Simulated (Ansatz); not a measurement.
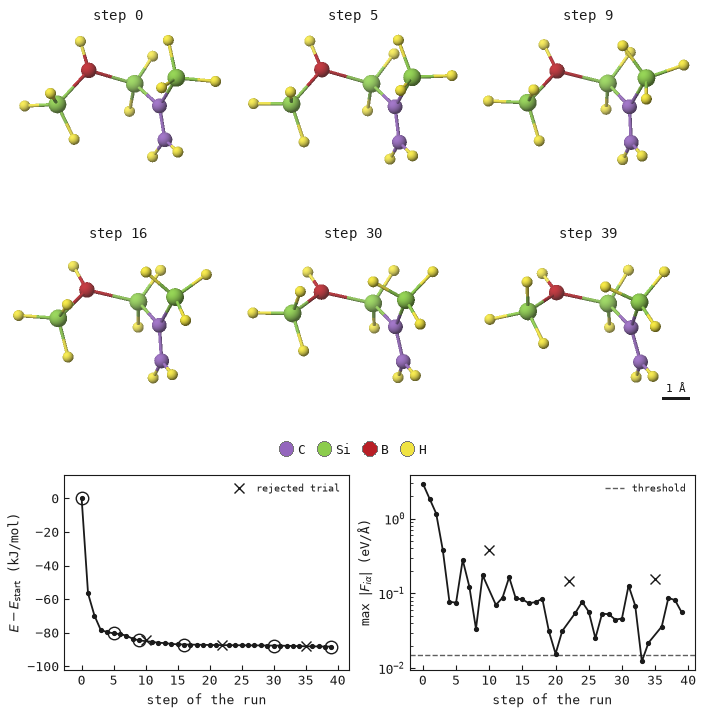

Frames of a relaxation of C2H11BSi3, marked on the history of the run. A ball-and-stick model, seen at a tilt.

The run prepares an end point of a later path (torsion) calculation, from a guessed geometry.

The calculation used Ansatz 0.2.0, RKS PBE-D4/6-31G. (no spin polarisation; force threshold 0.015 eV/Å; at most 40 steps)

### Describe the path.

The relaxation stopped without meeting its thresholds, so the last structure isn't shown to be converged. It used up its limit of 40 steps. Over 36 accepted moves (39 points after the start) the energy falls by 88.2 kJ/mol. The largest force component goes from 2.9 to 0.056 eV/Å. The line search rejected the trial steps at points 10, 22, 35 of the run. The forces were under the threshold at step 33, but the run went on from there. The largest move after the best rigid fit is that of an H atom, 1.96 Å. Largest moves by element: H 1.96 Å, Si 0.48 Å, B 0.48 Å, C 0.34 Å. Some distances before and after: H–Si 1.369 → 1.523 Å, B–Si 1.922 → 2.027 Å, C–Si 1.818 → 1.913 Å, B–H 1.143 → 1.208 Å. Among the angles between lasting bonds that change: B–Si–H 108.3° → 113.8°, C–Si–B 110.1° → 115.2°, B–Si–H 109.8° → 114.8°. Groups turn about C–Si by about 55°, B–Si by about 50°, B–Si by about 20°. From step 0 to 5: an H atom moves most (0.43 Å), energy −80.4 kJ/mol. From step 5 to 9: an H atom moves most (0.59 Å), energy −4.13 kJ/mol. From step 9 to 16: an H atom moves most (0.52 Å), energy −2.47 kJ/mol. From step 16 to 30: H atoms move most (0.53 Å), energy −0.64 kJ/mol. From step 30 to 39: an H atom moves most (0.56 Å), energy −0.60 kJ/mol.

```json
{"step": "0", "E − E(0), kJ/mol": "0.00", "largest force component, eV/Å": "2.9493", "note": ""}
{"step": "1", "E − E(0), kJ/mol": "-56.58", "largest force component, eV/Å": "1.8609", "note": ""}
{"step": "2", "E − E(0), kJ/mol": "-69.74", "largest force component, eV/Å": "1.1753", "note": ""}
{"step": "3", "E − E(0), kJ/mol": "-78.47", "largest force component, eV/Å": "0.3809", "note": ""}
{"step": "4", "E − E(0), kJ/mol": "-79.52", "largest force component, eV/Å": "0.0775", "note": ""}
{"step": "5", "E − E(0), kJ/mol": "-80.40", "largest force component, eV/Å": "0.0753", "note": ""}
{"step": "6", "E − E(0), kJ/mol": "-80.72", "largest force component, eV/Å": "0.2809", "note": ""}
{"step": "7", "E − E(0), kJ/mol": "-81.74", "largest force component, eV/Å": "0.1236", "note": ""}
{"step": "8", "E − E(0), kJ/mol": "-83.58", "largest force component, eV/Å": "0.0336", "note": ""}
{"step": "9", "E − E(0), kJ/mol": "-84.52", "largest force component, eV/Å": "0.1751", "note": ""}
{"step": "10", "E − E(0), kJ/mol": "-84.19", "largest force component, eV/Å": "0.3843", "note": "rejected"}
{"step": "12", "E − E(0), kJ/mol": "-85.93", "largest force component, eV/Å": "0.0878", "note": ""}
{"step": "13", "E − E(0), kJ/mol": "-86.13", "largest force component, eV/Å": "0.1647", "note": ""}
{"step": "15", "E − E(0), kJ/mol": "-86.86", "largest force component, eV/Å": "0.0833", "note": ""}
{"step": "16", "E − E(0), kJ/mol": "-86.99", "largest force component, eV/Å": "0.0739", "note": ""}
{"step": "18", "E − E(0), kJ/mol": "-87.09", "largest force component, eV/Å": "0.0851", "note": ""}
{"step": "19", "E − E(0), kJ/mol": "-87.20", "largest force component, eV/Å": "0.0310", "note": ""}
{"step": "21", "E − E(0), kJ/mol": "-87.32", "largest force component, eV/Å": "0.0314", "note": ""}
{"step": "22", "E − E(0), kJ/mol": "-87.31", "largest force component, eV/Å": "0.1448", "note": "rejected"}
{"step": "24", "E − E(0), kJ/mol": "-87.41", "largest force component, eV/Å": "0.0772", "note": ""}
{"step": "25", "E − E(0), kJ/mol": "-87.43", "largest force component, eV/Å": "0.0570", "note": ""}
{"step": "27", "E − E(0), kJ/mol": "-87.49", "largest force component, eV/Å": "0.0535", "note": ""}
{"step": "28", "E − E(0), kJ/mol": "-87.53", "largest force component, eV/Å": "0.0529", "note": ""}
{"step": "30", "E − E(0), kJ/mol": "-87.64", "largest force component, eV/Å": "0.0462", "note": ""}
{"step": "31", "E − E(0), kJ/mol": "-87.65", "largest force component, eV/Å": "0.1274", "note": ""}
{"step": "33", "E − E(0), kJ/mol": "-87.86", "largest force component, eV/Å": "0.0123", "note": ""}
{"step": "34", "E − E(0), kJ/mol": "-87.98", "largest force component, eV/Å": "0.0219", "note": ""}
{"step": "36", "E − E(0), kJ/mol": "-88.08", "largest force component, eV/Å": "0.0361", "note": ""}
{"step": "37", "E − E(0), kJ/mol": "-88.12", "largest force component, eV/Å": "0.0873", "note": ""}
{"step": "39", "E − E(0), kJ/mol": "-88.24", "largest force component, eV/Å": "0.0560", "note": ""}
```
